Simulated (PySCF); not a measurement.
# SiNH3OF2 (SMILES N[Si](O)(F)F): MP2/ANO-RCC-VDZP (sfX2C)

What is the vertical ionisation energy of SiNH3OF2 at MP2/ANO-RCC-VDZP (sfX2C)? The job is set up through a Python script.

The calculation is run with PySCF 2.14.0.

### Step 1. The system as given

SiNH3OF2: 8 atoms, total charge 0, spin state singlet. As SMILES, `N[Si](O)(F)F`. The shape is that of a PBE0-D4/def2-TZVP optimisation. This is one conformer, not always the lowest.

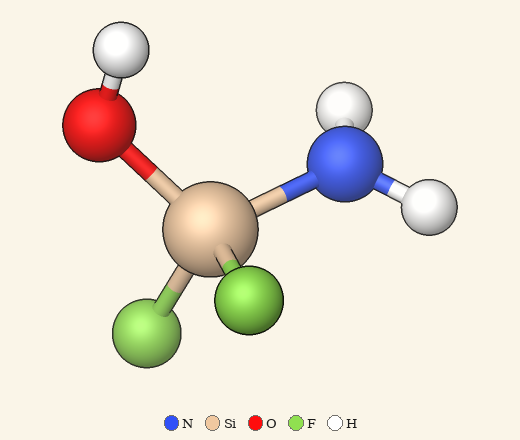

The structure, seen from a chosen angle (nitrogen blue, silicon light orange, oxygen red, fluorine green, hydrogen white).

### Step 2. The energy at MP2/ANO-RCC-VDZP (sfX2C)

Contents of geometry.xyz:

```xyz
8

N     -0.442300     1.046800     0.335400
Si     0.149700    -0.326200    -0.442800
O      0.387300    -1.558900     0.578900
F     -0.787600    -0.930400    -1.563300
F      1.475500     0.124100    -1.183100
H     -1.266000     1.005400     0.911900
H     -0.311700     1.959400    -0.068300
H      0.887300    -1.377200     1.375500
```

Contents of job.py:

```python
from pyscf import gto, mp

mol = gto.M(
    atom='geometry.xyz',
    basis='ano-rcc-vdzp',
    verbose=3,
    max_memory=1860,
    charge=0,
)

mf = mol.RHF()
mf = mf.x2c()
mf.conv_tol = 1e-10
mf.kernel()
if not mf.converged:
    mf = mf.newton().run(mf.mo_coeff, mf.mo_occ)

pt = mp.MP2(mf, frozen=9).run()
e_final = pt.e_tot
print(f'total energy: {e_final:.8f} hartree')
```

Launch:

```console
$ OMP_NUM_THREADS=1 python job.py
```

The log of the run:

```text
converged SCF energy = -620.08764699443
E(RMP2) = -620.938463406621  E_corr = -0.850816412191131
E(SCS-RMP2) = -620.904203197115  E_corr = -0.816556202684883
total energy: -620.93846341 hartree
```

It took 13 s on 1 thread of AMD EPYC 9R45 (Zen 5), shared host; peak memory 0.25 GiB.

### Step 3. The doublet cation

Contents of run.py:

```python
from pyscf import gto, scf, mp

molecule = gto.M(
    atom='''
N   -0.442300   1.046800   0.335400
Si   0.149700  -0.326200  -0.442800
O    0.387300  -1.558900   0.578900
F   -0.787600  -0.930400  -1.563300
F    1.475500   0.124100  -1.183100
H   -1.266000   1.005400   0.911900
H   -0.311700   1.959400  -0.068300
H    0.887300  -1.377200   1.375500
''',
    verbose=4,
    basis='ano-rcc-vdzp',
    charge=1,
    spin=1,
    max_memory=1860,
)

mf = scf.UHF(molecule)
mf = mf.x2c()
mf.conv_tol = 1e-10
mf.kernel()
if not mf.converged:
    mf = mf.newton().run(mf.mo_coeff, mf.mo_occ)

pt = mp.MP2(mf, frozen=9).run()
e_final = pt.e_tot
print(f'total energy: {e_final:.8f} hartree')
```

Launch:

```console
$ OMP_NUM_THREADS=1 python run.py
```

The log of the run:

```text
PySCF version 2.14.0

[INPUT] num. atoms = 8
[INPUT] num. electrons = 49
[INPUT] charge = 1
[INPUT] spin (= nelec alpha-beta = 2S) = 1
[INPUT] symmetry False subgroup None
[INPUT] Mole.unit = angstrom
[INPUT] Symbol           X                Y                Z      unit          X                Y                Z       unit  Magmom
[INPUT]  1 N     -0.442300000000   1.046800000000   0.335400000000 AA   -0.835825864895   1.978165307195   0.633814142179 Bohr   0.0
[INPUT]  2 Si     0.149700000000  -0.326200000000  -0.442800000000 AA    0.282892000847  -0.616428661833  -0.836770727957 Bohr   0.0
[INPUT]  3 O      0.387300000000  -1.558900000000   0.578900000000 AA    0.731890928044  -2.945894055584   1.093962453511 Bohr   0.0
[INPUT]  4 F     -0.787600000000  -0.930400000000  -1.563300000000 AA   -1.488348295707  -1.758201186295  -2.954208850533 Bohr   0.0
[INPUT]  5 F      1.475500000000   0.124100000000  -1.183100000000 AA    2.788290896796   0.234515012059  -2.235734977973 Bohr   0.0
[INPUT]  6 H     -1.266000000000   1.005400000000   0.911900000000 AA   -2.392393273699   1.899930645638   1.723241252991 Bohr   0.0
[INPUT]  7 H     -0.311700000000   1.959400000000  -0.068300000000 AA   -0.589027633027   3.702729368473  -0.129068294308 Bohr   0.0
[INPUT]  8 H      0.887300000000  -1.377200000000   1.375500000000 AA    1.676753990327  -2.602530818751   2.599318284339 Bohr   0.0

nuclear repulsion = 268.369424321037
number of shells = 21
number of NR pGTOs = 382
number of NR cGTOs = 89
basis = ano-rcc-vdzp
ecp = {}

******** <class 'pyscf.x2c.sfx2c1e.sfX2C1eUHF'> ********
method = sfX2C1eUHF
initial guess = minao
damping factor = 0
level_shift factor = 0
DIIS = <class 'pyscf.scf.diis.CDIIS'>
diis_start_cycle = 1
diis_space = 8
diis_damp = 0
SCF conv_tol = 1e-10
SCF conv_tol_grad = None
SCF max_cycles = 50
direct_scf = True
direct_scf_tol = 1e-13
number electrons alpha = 25  beta = 24

******** <class 'pyscf.x2c.sfx2c1e.SpinFreeX2CHelper'> ********
approx = 1e
xuncontract = 1
Set gradient conv threshold to 1e-05
init E= -620.559709009466
[... the frontier-level lines of each cycle are left out ...]

cycle= 1 E= -619.507455111206  delta_E= 1.05  |g|= 0.657  |ddm|= 2.63
cycle= 2 E= -619.657674470131  delta_E= -0.15  |g|= 0.394  |ddm|= 0.847
cycle= 3 E= -619.715058537569  delta_E= -0.0574  |g|= 0.0566  |ddm|= 0.258
cycle= 4 E= -619.716958283921  delta_E= -0.0019  |g|= 0.0187  |ddm|= 0.0774
cycle= 5 E= -619.717232532687  delta_E= -0.000274  |g|= 0.00751  |ddm|= 0.0221
cycle= 6 E= -619.717304394973  delta_E= -7.19e-05  |g|= 0.0034  |ddm|= 0.013
cycle= 7 E= -619.717319755865  delta_E= -1.54e-05  |g|= 0.00157  |ddm|= 0.00637
cycle= 8 E= -619.717322480537  delta_E= -2.72e-06  |g|= 0.000601  |ddm|= 0.00264
cycle= 9 E= -619.717322968792  delta_E= -4.88e-07  |g|= 0.000156  |ddm|= 0.00132
cycle= 10 E= -619.717323004535  delta_E= -3.57e-08  |g|= 5.5e-05  |ddm|= 0.000363
cycle= 11 E= -619.717323009637  delta_E= -5.1e-09  |g|= 2.4e-05  |ddm|= 0.000121
cycle= 12 E= -619.717323010742  delta_E= -1.11e-09  |g|= 1.44e-05  |ddm|= 4.95e-05
cycle= 13 E= -619.717323011146  delta_E= -4.04e-10  |g|= 7.71e-06  |ddm|= 3.13e-05
cycle= 14 E= -619.717323011291  delta_E= -1.45e-10  |g|= 3.32e-06  |ddm|= 2.18e-05
cycle= 15 E= -619.717323011319  delta_E= -2.8e-11  |g|= 1.55e-06  |ddm|= 1.01e-05
Extra cycle  E= -619.717323011324  delta_E= -5e-12  |g|= 1.04e-06  |ddm|= 2.27e-06
converged SCF energy = -619.717323011324  <S^2> = 0.75809046  2S+1 = 2.0080742

******** <class 'pyscf.mp.ump2.UMP2'> ********
nocc = (np.int64(16), np.int64(15)), nmo = (80, 80)
frozen orbitals 9
E(UMP2) = -620.524034130594  E_corr = -0.806711119270028
E(SCS-UMP2) = -620.492581054035  E_corr = -0.775258042711044
E_corr(same-spin) = -0.222456115861141
E_corr(oppo-spin) = -0.584255003408887
total energy: -620.52403413 hartree
```

Run time: 13 s. Hardware: 1 thread of AMD EPYC 9R45 (Zen 5), shared host; peak memory 0.26 GiB.

### Step 4. Results

Level: MP2/ANO-RCC-VDZP (sfX2C), 9 core orbitals frozen.

| quantity | value |
| --- | --- |
| singlet SiNH3OF2: total energy | -620.93846 Eh |
| singlet SiNH3OF2: dipole moment (Hartree–Fock density) | 3.69 D |
| singlet SiNH3OF2: HOMO energy (Hartree–Fock orbitals) | -12.40 eV |
| singlet SiNH3OF2: LUMO energy (Hartree–Fock orbitals) | 1.79 eV |
| singlet SiNH3OF2: HOMO–LUMO gap (Hartree–Fock orbitals) | 14.18 eV |
| singlet SiNH3OF2: correlation energy (9 core orbitals frozen) | -850.8 mEh |
| doublet cation: total energy | -620.52403 Eh |
| doublet cation: HOMO energy (Hartree–Fock orbitals) (highest over α and β) | -20.41 eV |
| doublet cation: LUMO energy (Hartree–Fock orbitals) (lowest over α and β) | -8.21 eV |
| doublet cation: correlation energy (9 core orbitals frozen) | -806.7 mEh |
| doublet cation: ⟨S²⟩ of the reference determinant | 0.758 |
| vertical ionisation energy (to the doublet cation) | 11.277 eV |

The vertical ionisation energy comes to 11.28 eV (1088 kJ/mol).
